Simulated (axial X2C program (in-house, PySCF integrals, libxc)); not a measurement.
**SeSc⁻: from the state search to constants**

What are the state, bond length, wavenumber and bond energy of SeSc⁻, and what does spin–orbit coupling change?

Method: all-electron X2C, Se dyall-acv3z, Sc dyall-acv3z; program: an in-house X2C program for linear molecules on PySCF integrals.

All values are calculated.

### 1 The job

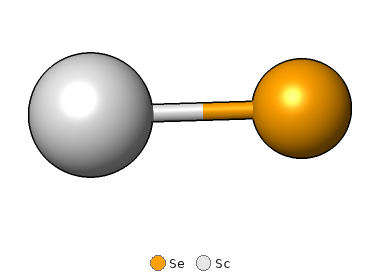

The two atoms at 2.230 Å (selenium orange, scandium white).

Input file task.json:

```json
{"zs": [34, 21], "q": -1, "bas": ["dyall-acv3z", "dyall-acv3z"], "levels": ["PBE0", "HF", "BP86"], "cc": true, "r0": 2.23, "thr": -1.0, "nmax": 90, "npts": 10, "nst": 2, "ntry": 6}
```

Keys: zs atomic numbers; q charge; bas basis sets; levels methods (HF also brings MP2); cc coupled cluster on or off; r0 starting distance in Å; thr threshold in hartree for freezing inner shells (an s shell follows its p shell); nmax most natural virtual spinors; npts points asked for on the curve; nst determinants followed; ntry starts of the search.

Run with:

```console
> python so2c.py task.json out
```

Spin-free means the one-electron spin-free X2C Hamiltonian; two-component (2c) means X2C with spin–orbit coupling and atomic mean-field two-electron Coulomb and Gaunt terms. Basis: Se dyall-acv3z contracted to [9s10p7d5f1g], Sc dyall-acv3z contracted to [11s12p8d5f2g]; Gaussian nuclei, density fitting. Masses: Se 79.917 u, Sc 44.956 u.

Notation: σ, π±, δ± give the projection m of an orbital's angular momentum (0, ±1, ±2), α and β its spin, Λ and M_S the sums; ω is the projection of a spinor's total angular momentum and Ω the sum. Logs are in hartree.

The results follow Hamiltonian by Hamiltonian and level by level.

### 2 Which state to follow

PBE0 moves the distance from 2.230 Å to 2.311 Å and compares determinants there.

Spin-free determinants:

| ΔE (eV) | state | open shells |
| --- | --- | --- |
| 0.00 | M_S = 0, Λ = 0 | closed shell |
| 0.67 | M_S = 1, Λ = 1 | beyond closed shells: σα, π+α |
| 0.72 | M_S = 1, Λ = 0 | beyond closed shells: 2 × σα |
| 0.75 | M_S = 1, Λ = 2 | beyond closed shells: σα, δ+α |
| 0.94 | M_S = 0, Λ = 2 | beyond closed shells: σα, δ+β |
| 1.10 | M_S = 0, Λ = 1 | beyond closed shells: σα, π+β |

Two-component determinants:

| ΔE (eV) | state | open shells |
| --- | --- | --- |
| 0.00 | Ω = 0 | closed shell |
| 0.67 | Ω = 2 | excess of +ω over −ω: ω = 1/2, ω = 3/2 |
| 0.72 | Ω = 1 | excess of +ω over −ω: 2 × ω = 1/2 |
| 0.74 | Ω = 1 | excess of +ω over −ω: ω = -1/2, ω = 3/2 |
| 0.75 | Ω = 3 | excess of +ω over −ω: ω = 1/2, ω = 5/2 |
| 0.94 | Ω = 2 | excess of +ω over −ω: ω = -1/2, ω = 5/2 |
| 2.08 | Ω = 4 | excess of +ω over −ω: ω = 3/2, ω = 5/2 |

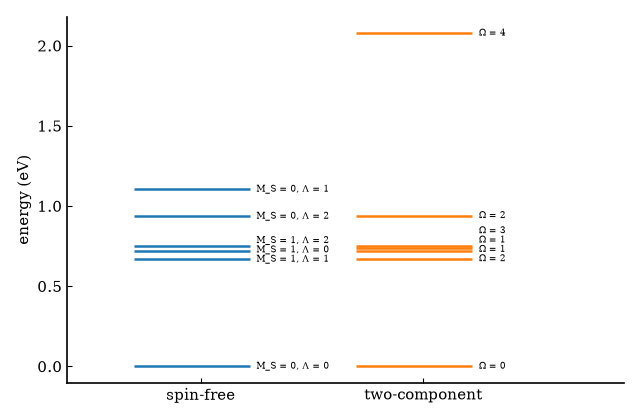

The determinants found, each set from its own lowest.

### 3 PBE0, spin-free

State followed: M_S = 0, Λ = 0 (closed shell). The scan is laid around 2.311 Å, a first estimate of the minimum, and this SCF restarts from the orbitals of the search.

The SCF at the reference distance of 2.311 Å:

```text
spin-free X2C-1e  PBE0
basis functions 258  fitting functions 1391  grid points 5801
iter        total energy     max residual
   1      -3193.838973758     6.31e-06
   2      -3193.838973765     8.42e-06
   3      -3193.838973767     1.80e-06
   4      -3193.838973767     4.67e-06
converged
one-electron -4763.57357738  Coulomb 1533.83925624  exact exchange -31.31729326  xc functional -96.28044834  nuclear repulsion 163.49308896
```

Along the bond, energies from the lowest point:

```csv
R (Å),E (eV),μ (D),HOMO (eV),LUMO (eV),iterations
2.011,1.1026,-3.30,-0.03,1.69,15
2.103,0.4619,-2.98,-0.11,1.70,14
2.172,0.1847,-2.71,-0.18,1.70,14
2.242,0.0404,-2.42,-0.25,1.70,15
2.311,0.0000,-2.11,-0.32,1.70,4
2.392,0.0522,-1.72,-0.40,1.69,15
2.473,0.1833,-1.32,-0.48,1.69,15
2.577,0.4314,-0.80,-0.58,1.67,16
2.704,0.8083,-0.15,-0.69,1.65,17
2.889,1.4184,0.77,-0.83,1.51,17
```

Dipoles are positive if Sc is the positive end and refer to the centre of mass.

Outer orbitals at the reference distance:

| symmetry | occupied | ε (eV) | atomic character |
| --- | --- | --- | --- |
| π+α | yes | -32.23 | 99% Sc p |
| π-α | yes | -32.23 | 99% Sc p |
| σα | yes | -31.93 | 98% Sc p |
| σα | yes | -12.80 | 70% Se s, 10% Sc d, 10% Sc p |
| σα | yes | -2.62 | 70% Se p, 14% Sc d, 9% Sc s |
| π-α | yes | -1.94 | 67% Se p, 20% Sc d, 6% Sc p |
| π+α | yes | -1.94 | 67% Se p, 20% Sc d, 6% Sc p |
| σα | yes | -0.32 | 56% Sc s, 15% Sc d, 14% Sc p |
| σα | no | 1.70 | 87% Sc p, 9% Sc s, 3% Sc d |
| π-α | no | 1.72 | 97% Sc p, 3% Sc d |
| π+α | no | 1.72 | 97% Sc p, 3% Sc d |
| σα | no | 2.06 | 82% Sc s, 13% Sc p, 4% Sc d |

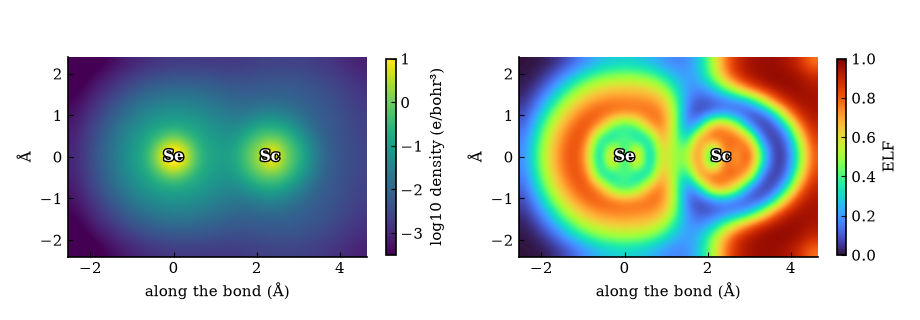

PBE0 fields in a plane through the axis, from a grid of 0.3 Å; Se lies at z = 0 and Sc at z = 2.311 Å; the ELF is damped to zero where the density is low.

Re = 2.308 Å, ωe = 397 cm⁻¹, ωexe = 0.923 cm⁻¹, Be = 0.11 cm⁻¹, De = 3.86 eV, μ = -2.12 D.

### 4 HF, spin-free

The SCF at the reference distance of 2.311 Å:

```text
spin-free X2C-1e  HF
basis functions 258  fitting functions 1391  grid points 5801
iter        total energy     max residual
   1      -3191.510405214     1.54e-01
   2      -3191.543424658     1.04e-02
   3      -3191.546543381     1.12e-02
   4      -3191.551125801     1.34e-03
   5      -3191.551496146     8.38e-04
   6      -3191.551622156     5.34e-04
   7      -3191.551672023     2.61e-04
   8      -3191.551682849     1.24e-04
   9      -3191.551686498     5.32e-05
  10      -3191.551687384     1.13e-05
  11      -3191.551687428     3.02e-06
  12      -3191.551687432     9.06e-07
  13      -3191.551687432     2.49e-07
converged
one-electron -4762.00089864  Coulomb 1532.29695255  exact exchange -125.34083031  xc functional 0.00000000  nuclear repulsion 163.49308896
```

Re = 2.365 Å, ωe = 392 cm⁻¹, ωexe = 0.791 cm⁻¹, Be = 0.1048 cm⁻¹, De = 2.01 eV, μ = -1.19 D.

### 5 BP86, spin-free

Output at 2.311 Å:

```text
spin-free X2C-1e  BP86
basis functions 258  fitting functions 1391  grid points 5801
iter        total energy     max residual
   1      -3194.754462140     7.39e-02
   2      -3194.703811167     4.67e-02
   3      -3194.477384991     5.73e-02
   4      -3194.748245231     1.97e-02
   5      -3194.757619331     1.11e-02
   6      -3194.760817626     3.18e-03
   7      -3194.761088541     8.50e-04
   8      -3194.761126199     3.82e-04
   9      -3194.761131206     4.41e-05
  10      -3194.761131298     1.48e-05
  11      -3194.761131319     2.49e-06
  12      -3194.761131320     8.84e-07
converged
one-electron -4763.74793008  Coulomb 1534.01380767  exact exchange 0.00000000  xc functional -128.52009788  nuclear repulsion 163.49308896
```

Re = 2.322 Å, ωe = 378 cm⁻¹, ωexe = 1.01 cm⁻¹, Be = 0.1087 cm⁻¹, De = 4.28 eV, μ = -2.47 D.

### 6 MP2 and beyond, spin-free

Correlated methods: 10 electrons correlated (frozen shells, counted by type: Se 3 s, 2 p, 1 d; Sc 3 s, 2 p), 366 virtual spinors in MP2, 88 natural virtuals in coupled cluster.

Output of the correlated part at 2.311 Å:

```text
correlated 10  virtual 366  natural virtual 88  E(MP2) -0.234213410  MP2 remainder -0.013919586
iter   CCSD correlation   residual
   1     -0.224785164   2.05e-01
   2     -0.233875387   1.18e-01
   3     -0.238112987   5.71e-02
   4     -0.238298860   1.96e-02
   5     -0.238405469   6.81e-03
   6     -0.238407675   2.34e-03
   7     -0.238405401   8.03e-04
   8     -0.238412480   3.27e-04
   9     -0.238410085   1.38e-04
  10     -0.238410573   6.17e-05
  11     -0.238409556   3.44e-05
  12     -0.238409628   1.79e-05
  13     -0.238409527   8.55e-06
  14     -0.238409557   4.27e-06
  15     -0.238409560   1.87e-06
(T) -0.018535042  T1 0.0451  D1 0.0632  max T2 0.169
```

T1 in the output is the amplitude norm over the root of the electron number; divide by √2 for the Lee–Taylor value.

MP2: Re = 2.348 Å, ωe = 390 cm⁻¹, Be = 0.1063 cm⁻¹, De = 3.79 eV.

CCSD: Re = 2.361 Å, ωe = 386 cm⁻¹, ωexe = 0.807 cm⁻¹, Be = 0.1051 cm⁻¹, De = 3.53 eV. T1 at Re = 0.032 (Lee–Taylor, the printed value over √2).

CCSD(T): Re = 2.365 Å, ωe = 380 cm⁻¹, ωexe = 0.851 cm⁻¹, Be = 0.1047 cm⁻¹, De = 3.83 eV. T1 at Re = 0.033 (Lee–Taylor, the printed value over √2).

### 7 A higher determinant, spin-free

State: M_S = 1, Λ = 1 (beyond closed shells: σα, π+α).

Output at the reference distance:

```text
spin-free X2C-1e  PBE0
basis functions 258  fitting functions 1391  grid points 5801
iter        total energy     max residual
   1      -3193.814449110     5.25e-06
   2      -3193.814449110     9.64e-06
converged
one-electron -4764.19967973  Coulomb 1534.55387504  exact exchange -31.33742983  xc functional -96.32430356  nuclear repulsion 163.49308896
```

```
R (Å)  E above the lowest PBE0 point (eV)
2.011                               1.903
2.103                               1.241
2.172                               0.936
2.242                               0.754
2.311                               0.667
2.392                               0.658
2.473                               0.722
2.577                               0.879
2.704                               1.144
```

Re = 2.359 Å, ωe = 345 cm⁻¹, ωexe = 0.862 cm⁻¹, Be = 0.1053 cm⁻¹, μ = -1.31 D. Te = 0.65 eV.

### 8 The spin-free curves together

Energy (eV) of the followed determinant, spin-free, from each level's lowest point:

```csv
R (Å),PBE0,HF,MP2,CCSD,CCSD(T),BP86
2.011,1.103,1.590,1.403,n/a,n/a,1.126
2.103,0.462,0.766,0.648,0.716,0.729,0.487
2.172,0.185,0.376,0.299,0.346,0.358,0.206
2.242,0.040,0.137,0.093,0.122,0.131,0.053
2.311,0.000,0.019,0.000,0.013,0.019,0.000
2.392,0.052,0.000,0.003,0.000,0.000,0.033
2.473,0.183,0.078,0.096,0.079,0.072,0.141
2.577,0.431,0.279,0.309,0.277,0.259,0.354
2.704,0.808,0.628,0.663,n/a,n/a,0.682
2.889,1.418,1.241,1.270,n/a,n/a,1.212
```

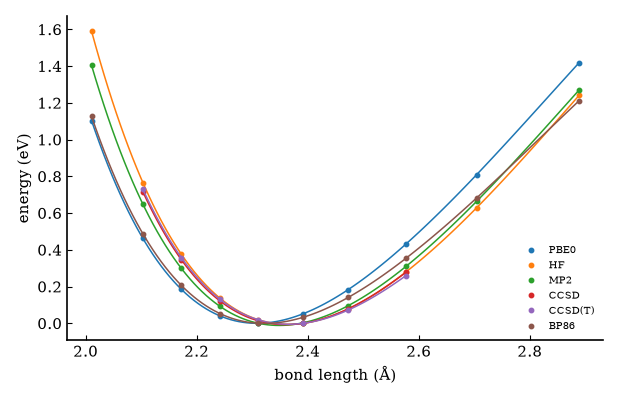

Curves of the followed state, spin-free, each from its own lowest point.

### 9 PBE0, 2c

State followed: Ω = 0 (closed shell). The scan is laid around 2.311 Å, a first estimate of the minimum, and this SCF restarts from the orbitals of the search.

The SCF at the reference distance of 2.311 Å:

```text
two-component X2C + atomic mean field  PBE0
basis functions 258  fitting functions 1391  grid points 5801
iter        total energy     max residual
   1      -3192.858090456     4.36e-06
   2      -3192.858090465     3.54e-06
   3      -3192.858090467     1.97e-06
   4      -3192.858090468     2.63e-06
converged
one-electron -4761.03854217  Coulomb 1533.29706293  exact exchange -31.30589876  xc functional -96.24548223  nuclear repulsion 163.49308896  atomic mean-field constant -1.05831919
```

Along the bond, energies from the lowest point:

```
R (Å)  E (eV)  μ (D)  HOMO (eV)  LUMO (eV)  iterations
2.011  1.1010  -3.30      -0.02       1.70          16
2.103  0.4613  -2.99      -0.11       1.70          15
2.172  0.1846  -2.72      -0.18       1.71          15
2.242  0.0405  -2.43      -0.25       1.71          15
2.311  0.0000  -2.12      -0.32       1.70           4
2.392  0.0519  -1.74      -0.40       1.70          15
2.473  0.1826  -1.34      -0.47       1.69          15
2.577  0.4297  -0.82      -0.57       1.68          16
2.704  0.8051  -0.18      -0.68       1.65          17
2.889  1.4120   0.73      -0.82       1.52          19
```

Dipoles are positive if Sc is the positive end and refer to the centre of mass.

Outer spinors at the reference distance:

```tsv
ω	occupied	ε (eV)	atomic character	λ mixture
1/2	yes	-32.47	99% Sc p	85% π, 15% σ
3/2	yes	-32.04	99% Sc p	100% π
1/2	yes	-31.80	98% Sc p	85% σ, 15% π
1/2	yes	-12.81	70% Se s, 10% Sc d, 10% Sc p	100% σ
1/2	yes	-2.65	70% Se p, 14% Sc d, 9% Sc s	96% σ, 4% π
1/2	yes	-2.01	67% Se p, 20% Sc d, 6% Sc p	96% π, 4% σ
3/2	yes	-1.85	66% Se p, 21% Sc d, 6% Sc p	100% π
1/2	yes	-0.32	56% Sc s, 16% Sc d, 14% Sc p	100% σ
1/2	no	1.70	86% Sc p, 10% Sc s, 3% Sc d	100% σ
1/2	no	1.72	97% Sc p, 3% Sc d	100% π
3/2	no	1.72	97% Sc p, 3% Sc d	100% π
1/2	no	2.07	81% Sc s, 14% Sc p, 4% Sc d	100% σ
```

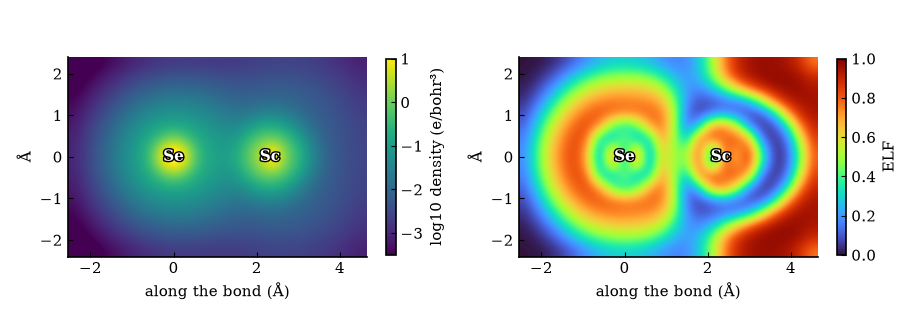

PBE0 fields in a plane through the axis, from a grid of 0.3 Å; Se lies at z = 0 and Sc at z = 2.311 Å; the ELF is damped to zero where the density is low.

Re = 2.309 Å, ωe = 397 cm⁻¹, ωexe = 0.927 cm⁻¹, Be = 0.1099 cm⁻¹, De = 3.82 eV, μ = -2.13 D.

### 10 HF, 2c

The SCF at the reference distance of 2.311 Å:

```text
two-component X2C + atomic mean field  HF
basis functions 258  fitting functions 1391  grid points 5801
iter        total energy     max residual
   1      -3190.530304527     1.54e-01
   2      -3190.563271421     1.04e-02
   3      -3190.566377051     1.12e-02
   4      -3190.570983276     1.33e-03
   5      -3190.571355347     8.35e-04
   6      -3190.571482039     5.31e-04
   7      -3190.571532388     2.60e-04
   8      -3190.571543363     1.24e-04
   9      -3190.571547094     5.32e-05
  10      -3190.571548029     1.37e-05
  11      -3190.571548084     5.38e-06
  12      -3190.571548093     3.73e-06
  13      -3190.571548097     2.31e-06
  14      -3190.571548099     1.11e-06
converged
one-electron -4759.46288764  Coulomb 1531.75163201  exact exchange -125.29506224  xc functional 0.00000000  nuclear repulsion 163.49308896  atomic mean-field constant -1.05831919
```

Re = 2.365 Å, ωe = 391 cm⁻¹, ωexe = 0.792 cm⁻¹, Be = 0.1048 cm⁻¹, De = 1.90 eV, μ = -1.19 D.

### 11 BP86, 2c

Output at 2.311 Å:

```text
two-component X2C + atomic mean field  BP86
basis functions 258  fitting functions 1391  grid points 5801
iter        total energy     max residual
   1      -3193.773037140     7.39e-02
   2      -3193.722525460     4.66e-02
   3      -3193.495301034     5.73e-02
   4      -3193.766752586     1.98e-02
   5      -3193.776176174     1.11e-02
   6      -3193.779375322     3.22e-03
   7      -3193.779654802     8.51e-04
   8      -3193.779692803     3.84e-04
   9      -3193.779697871     4.42e-05
  10      -3193.779697962     1.49e-05
  11      -3193.779697983     2.54e-06
  12      -3193.779697984     8.92e-07
converged
one-electron -4761.21216932  Coulomb 1533.47085698  exact exchange 0.00000000  xc functional -128.47315542  nuclear repulsion 163.49308896  atomic mean-field constant -1.05831919
```

Re = 2.322 Å, ωe = 378 cm⁻¹, ωexe = 1.01 cm⁻¹, Be = 0.1087 cm⁻¹, De = 4.23 eV, μ = -2.48 D.

### 12 Correlated methods, 2c

Correlated methods: 10 electrons correlated (frozen shells, counted by type: Se 3 s, 2 p, 1 d; Sc 3 s, 2 p), 366 virtual spinors in MP2, 90 natural virtuals in coupled cluster.

Output of the correlated part at 2.311 Å:

```text
correlated 10  virtual 366  natural virtual 90  E(MP2) -0.234197355  MP2 remainder -0.013667365
iter   CCSD correlation   residual
   1     -0.224946625   2.05e-01
   2     -0.234054171   1.18e-01
   3     -0.238308414   5.71e-02
   4     -0.238486493   1.95e-02
   5     -0.238591174   6.87e-03
   6     -0.238594843   2.37e-03
   7     -0.238593122   8.25e-04
   8     -0.238600436   3.50e-04
   9     -0.238597859   1.67e-04
  10     -0.238598606   9.20e-05
  11     -0.238597247   6.23e-05
  12     -0.238597467   3.94e-05
  13     -0.238597283   2.37e-05
  14     -0.238597344   1.43e-05
  15     -0.238597361   7.79e-06
(T) -0.018609467  T1 0.0452  D1 0.0635  max T2 0.169
```

MP2: Re = 2.348 Å, ωe = 390 cm⁻¹, Be = 0.1063 cm⁻¹, De = 3.70 eV.

CCSD: Re = 2.361 Å, ωe = 385 cm⁻¹, ωexe = 0.81 cm⁻¹, Be = 0.1051 cm⁻¹, De = 3.43 eV. T1 at Re = 0.033 (Lee–Taylor, the printed value over √2).

CCSD(T): Re = 2.365 Å, ωe = 379 cm⁻¹, ωexe = 0.854 cm⁻¹, Be = 0.1047 cm⁻¹, De = 3.74 eV. T1 at Re = 0.033 (Lee–Taylor, the printed value over √2).

### 13 A higher determinant, 2c

State: Ω = 2 (excess of +ω over −ω: ω = 1/2, ω = 3/2).

Output at the reference distance:

```text
two-component X2C + atomic mean field  PBE0
basis functions 258  fitting functions 1391  grid points 5801
iter        total energy     max residual
   1      -3192.833441457     3.48e-05
   2      -3192.833441540     2.88e-05
   3      -3192.833441573     2.60e-05
   4      -3192.833441648     1.81e-05
   5      -3192.833441704     8.59e-06
   6      -3192.833441721     1.03e-06
   7      -3192.833441721     4.39e-07
converged
one-electron -4761.63880853  Coulomb 1533.98511793  exact exchange -31.32591038  xc functional -96.28861052  nuclear repulsion 163.49308896  atomic mean-field constant -1.05831919
```

```
R (Å)  E above the lowest PBE0 point (eV)
2.011                               1.903
2.103                               1.243
2.172                               0.938
2.242                               0.757
2.311                               0.671
2.392                               0.662
2.473                               0.726
2.577                               0.883
2.704                               1.147
```

Re = 2.359 Å, ωe = 345 cm⁻¹, ωexe = 0.867 cm⁻¹, Be = 0.1053 cm⁻¹, μ = -1.33 D. Te = 0.66 eV.

### 14 The 2c curves together

Energy (eV) of the followed determinant, 2c, from each level's lowest point:

| R (Å) | PBE0 | HF | MP2 | CCSD | CCSD(T) | BP86 |
| --- | --- | --- | --- | --- | --- | --- |
| 2.011 | 1.101 | 1.588 | 1.401 | n/a | n/a | 1.124 |
| 2.103 | 0.461 | 0.765 | 0.648 | 0.715 | 0.729 | 0.487 |
| 2.172 | 0.185 | 0.376 | 0.298 | 0.346 | 0.358 | 0.206 |
| 2.242 | 0.040 | 0.137 | 0.092 | 0.122 | 0.131 | 0.053 |
| 2.311 | 0.000 | 0.019 | 0.000 | 0.013 | 0.019 | 0.000 |
| 2.392 | 0.052 | 0.000 | 0.003 | 0.000 | 0.000 | 0.033 |
| 2.473 | 0.183 | 0.077 | 0.096 | 0.079 | 0.072 | 0.140 |
| 2.577 | 0.430 | 0.278 | 0.309 | 0.277 | 0.259 | 0.352 |
| 2.704 | 0.805 | 0.626 | 0.662 | n/a | n/a | 0.679 |
| 2.889 | 1.412 | 1.237 | 1.267 | n/a | n/a | 1.206 |

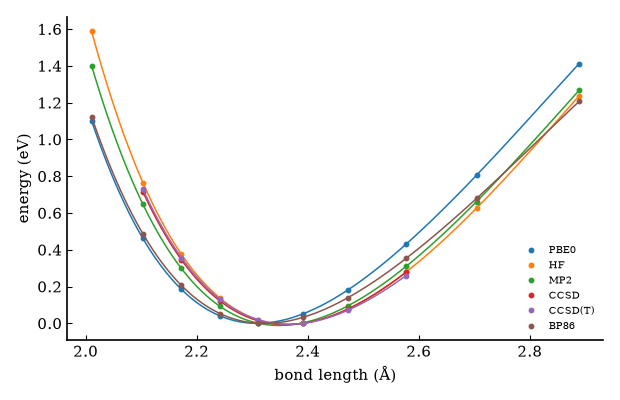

Curves of the followed state, 2c, each from its own lowest point.

The whole job took 3.1 min on 1 thread of Arm Neoverse V2, shared host.

### 15 Results

Lowest determinant that the search found at its distance, spin-free: M_S = 0, Λ = 0 (closed shell).

Lowest determinant that the search found at its distance, 2c: Ω = 0 (closed shell).

```csv
Hamiltonian,level,Re (Å),ωe (cm⁻¹),De (eV),μ (D)
spin-free,PBE0,2.308,397,3.86,-2.12
spin-free,HF,2.365,392,2.01,-1.19
spin-free,MP2,2.348,390,3.79,n/a
spin-free,CCSD,2.361,386,3.53,n/a
spin-free,CCSD(T),2.365,380,3.83,n/a
spin-free,BP86,2.322,378,4.28,-2.47
2c,PBE0,2.309,397,3.82,-2.13
2c,HF,2.365,391,1.90,-1.19
2c,MP2,2.348,390,3.70,n/a
2c,CCSD,2.361,385,3.43,n/a
2c,CCSD(T),2.365,379,3.74,n/a
2c,BP86,2.322,378,4.23,-2.48
```

Dipoles are positive if Sc is the positive end and refer to the centre of mass.

Time per point (s) on 1 thread of Arm Neoverse V2, shared host (2c runs; CCSD comes with the CCSD(T) run); the times are rough: PBE0 0.79, HF 0.53, MP2 0.88, CCSD(T) 4, BP86 0.43.

**Reading.** At CCSD(T), going from spin-free to two-component changes Re by 0 mÅ, ωe by -0.1 %, which is small (part of it comes from the scalar share of the two-electron terms). De moves by -0.10 eV; both De rest on single-determinant atoms, which can miss part of an open shell's spin–orbit lowering.

De refers to Se- + Sc, each in the lowest determinant found, which need not be this curve's own limit. Each curve is one determinant whose occupation by symmetry is held fixed; it was picked as the lowest of a PBE0 search that is not exhaustive. Closed shells are restricted here (equal orbitals for both partners), which fails at long range if the bond breaks into open shells. De is counted from the lowest determinant-based energies of the atoms at the same level, without counterpoise correction. Coupled cluster ran in a truncated set of natural virtual spinors; the MP2 energy of the rest was added. With the outer-core shells frozen, correlated bond lengths of heavy atoms tend to come out a few hundredths of an ångström too long. T1 at Re is 0.033 (Lee–Taylor), above the customary mark of 0.02.
